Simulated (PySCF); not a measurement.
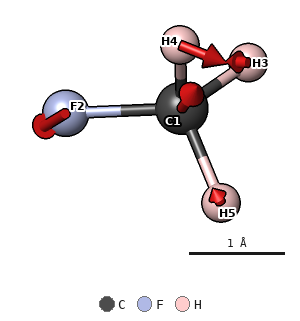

This is a relaxation of CH₃F. The starting structure is drawn; red arrows show the displacements, magnified 10 times. The two geometries are superimposed by the best rigid fit.

A ball-and-stick model, seen at a tilt.

The start comes from MMFF94s. Its atoms were then displaced at random by about 0.03 Å.

Theory: PBE0-D3(BJ)/def2-SVP geometry optimisation, gas phase (PySCF 2.14.0, density-fitted response routines). 

What happened in the run?

Answer. The energy falls by 33.3 kJ/mol in 6 geometry steps. The largest move after the best rigid fit is that of F2, 0.078 Å. Largest moves by element: F 0.078 Å, C 0.068 Å, H 0.056 Å. Near-neighbour distances that change, for instance: C1–F2 1.274 → 1.363 Å, C1–H4 1.169 → 1.103 Å, C1–H3 1.085 → 1.103 Å, C1–H5 1.119 → 1.103 Å. Among the angles between lasting bonds that change: F2–C1–H3 117.6° → 110.0°, F2–C1–H4 103.5° → 110.0°, H3–C1–H4 105.8° → 108.9°. The run took 2.8 s on 1 thread of Arm Neoverse V1, on a shared host.
